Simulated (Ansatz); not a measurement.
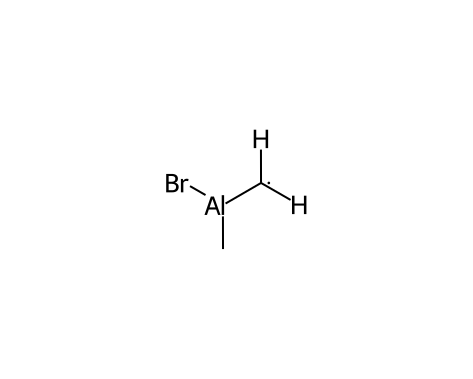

Source: calculation with Ansatz.

Skeletal drawing of a molecule. The species is neutral and a spin doublet.

### Transcribe the drawing into SMILES.

[CH2][Al]([CH3])[Br]

### What is the molecular formula?

C2H5AlBr.
